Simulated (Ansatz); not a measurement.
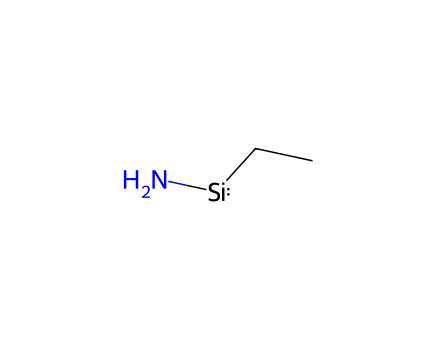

Question: Give its SMILES.

Answer: CC[Si]N

Question: What is the molecular formula?

Answer: C2H7NSi.

Question: An optimisation with PBE0-D4/def2-TZVP gave a structure of which point group?

Answer: Cs. Other conformers may differ.

More results for the same structure follow; atom numbers are the same in all pictures, views and colours differ. Computed geometry: PBE0-D4/def2-TZVP optimisation.

## Geometry

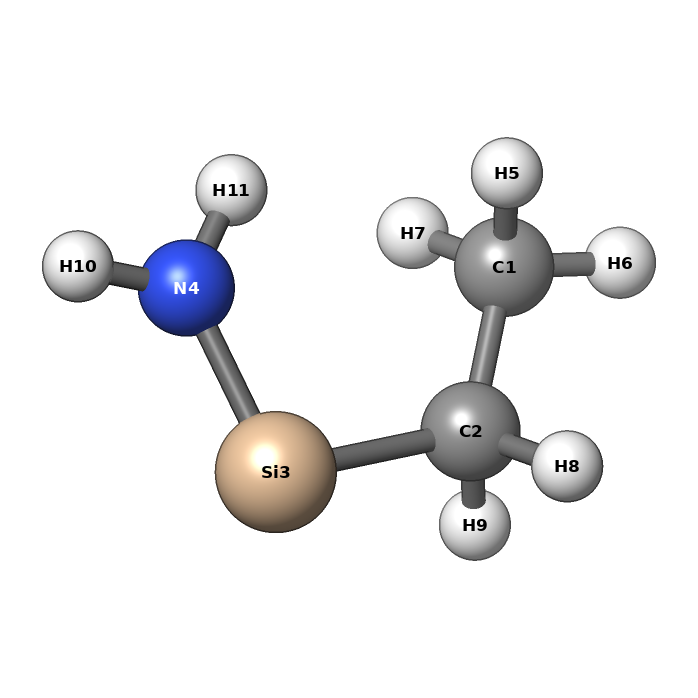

Question: Describe the coordination of atom 3.

Answer: Si3 has 2 neighbours (C2 at 1.91, N4 at 1.71 Å); the arrangement is bent.

Question: How are the neighbours of atom 4 arranged?

Answer: N4 has 3 neighbours (Si3 at 1.71, H10 at 1.01, H11 at 1.01 Å); the arrangement is trigonal planar.

Question: Describe the coordination of atom 2.

Answer: C2 has 4 neighbours (C1 at 1.52, Si3 at 1.91, H8 at 1.10, H9 at 1.10 Å); the arrangement is tetrahedral.

Question: How are the neighbours of atom 1 arranged?

Answer: C1 has 4 neighbours (C2 at 1.52, H5 at 1.09, H6 at 1.09, H7 at 1.09 Å); the arrangement is tetrahedral.

Question: What is the dihedral angle C1–C2–Si3–N4?

Answer: 0° in size, that is syn (eclipsed).

## Dipole moment

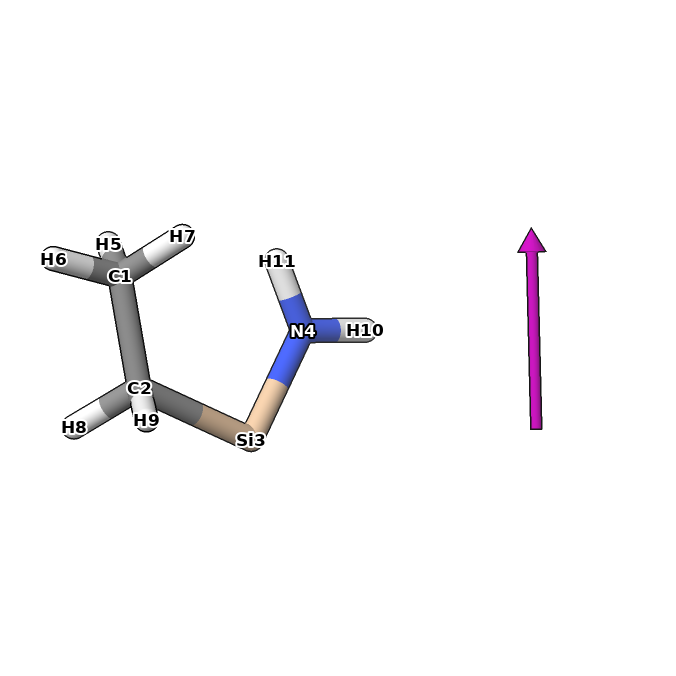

The arrow beside the molecule shows the direction of the dipole moment, from the negative to the positive end (its length means nothing). Level of theory: RKS PBE-D4/def2-TZVPP (Ansatz 0.2.0).

Question: Estimate the dipole moment.

Answer: 2.01 D; it points from the side of Si3 to the side of H5, H7 (the outermost atoms at the two ends).

## Vibrations

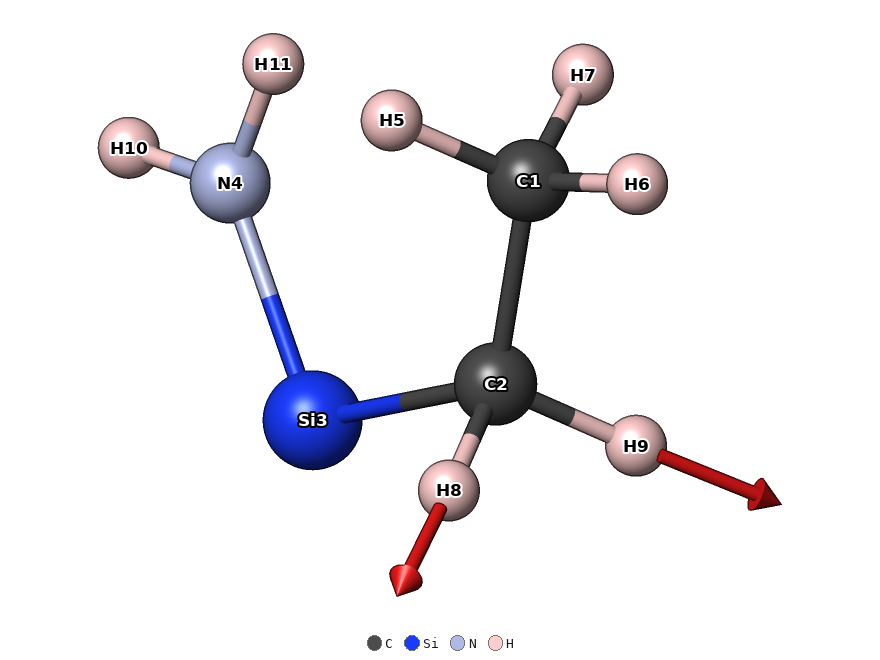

The arrows show one normal mode. Harmonic vibrations computed with RKS PBE0-D4/def2-TZVP (Ansatz 0.2.0) at a stationary point of the same level.

Question: What kind of motion is it?

Answer: Mostly in-phase stretching of 2 C–H bonds.

Question: At what wavenumber does it lie?

Answer: 3007 cm⁻¹; it is mode 21 of 27 counted from the lowest.

## Charges

The questions are on Mulliken charges. Properties computed with RKS PBE0-D4/def2-TZVP (Ansatz 0.2.0).

Give the Mulliken charges atom by atom.

| atom | value (e) |
| --- | --- |
| C1 | −0.42 |
| C2 | −0.32 |
| Si3 | 0.19 |
| N4 | −0.55 |
| H5 | 0.13 |
| H6 | 0.13 |
| H7 | 0.13 |
| H8 | 0.12 |
| H9 | 0.12 |
| H10 | 0.24 |
| H11 | 0.23 |

## Electronic properties

Level of theory: RKS CAM-B3LYP-D4/def2-TZVPP (Ansatz 0.2.0).

Computed properties:

- HOMO energy (Kohn–Sham orbital): −7.22 eV
- LUMO energy (Kohn–Sham orbital): 0.10 eV
- HOMO–LUMO gap: 7.32 eV
- dispersion correction: −17.9 kJ/mol

Mulliken values depend strongly on the basis set and can even reverse the polarity of a bond.
